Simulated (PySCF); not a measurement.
```xyz
13

C     2.9829    0.4306    0.2806
N     1.6244    0.5320   -0.1174
C     0.7700   -0.2943    0.2983
C    -0.5849   -0.2051   -0.0894
C    -1.7492   -0.1722   -0.3925
C    -3.1546   -0.1251   -0.7621
F    -3.7363    1.0261   -0.3923
F    -3.8600   -1.1146   -0.1882
F    -3.3338   -0.2434   -2.0867
H     3.1919   -0.4080    0.9593
H     3.2613    1.3713    0.7586
H     3.5901    0.3352   -0.6213
H     0.9939   -1.1319    0.9776
```

Geometry: GFN2-xTB.

All numbers below come from PySCF 2.14.0, PBE0/def2-SVPD, SCF density, gas phase.

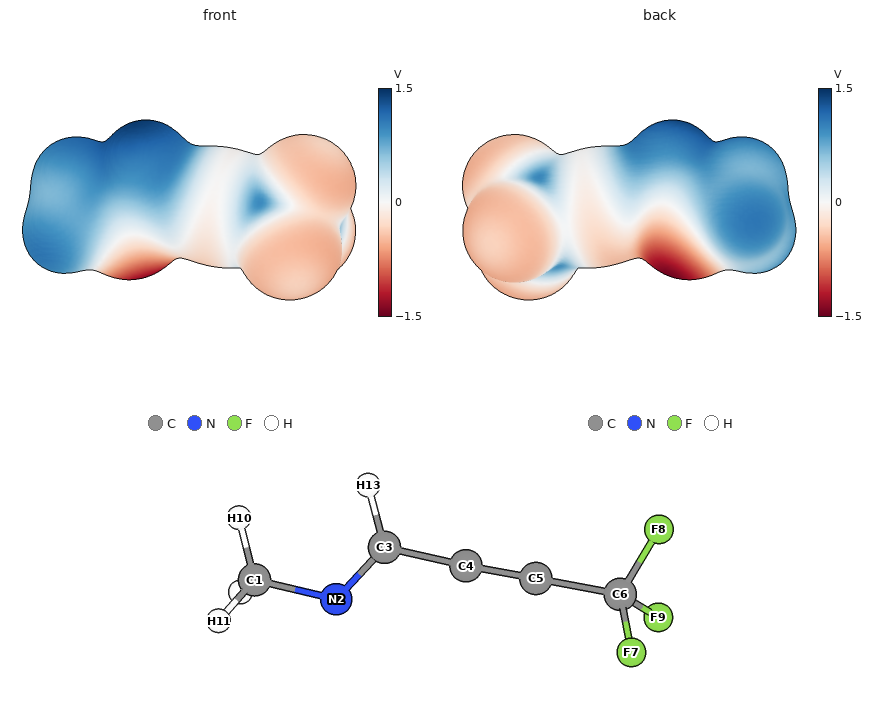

C₅H₄F₃N. The molecular electrostatic potential painted on the density surface at 0.002 e/bohr³, seen from the front and from behind; the colour scale runs from red (negative) to blue (positive). The bare structure is drawn below in the same view.

Describe the electrostatic potential map.

The most negative region (about −1.4 V) lies over N2, the most positive (about +1.4 V) over H13. N2 is the likeliest acceptor of a hydrogen bond.
